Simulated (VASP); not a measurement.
Band structure of AlFe (space group Pm-3m). Computed with PBE GGA, VASP's PBE PAW potentials (set 64) (plane waves; VASP 6.6.1).

The run has a spin-polarised start.

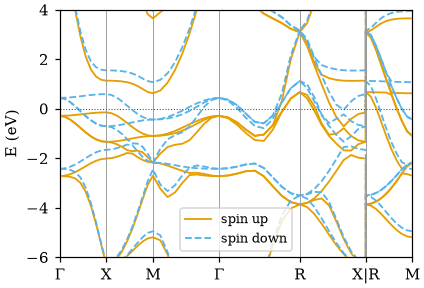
*Bands along high-symmetry lines, zero at the valence-band maximum or, without a gap, the Fermi level*

Read the plot: is there a gap, and where are the band edges?

It has no gap at this level: it comes out as a metal or semimetal.

The structure comes from a computed database's AlFe entry; how it stands against other phases isn't given here. The cell was not relaxed at this level.
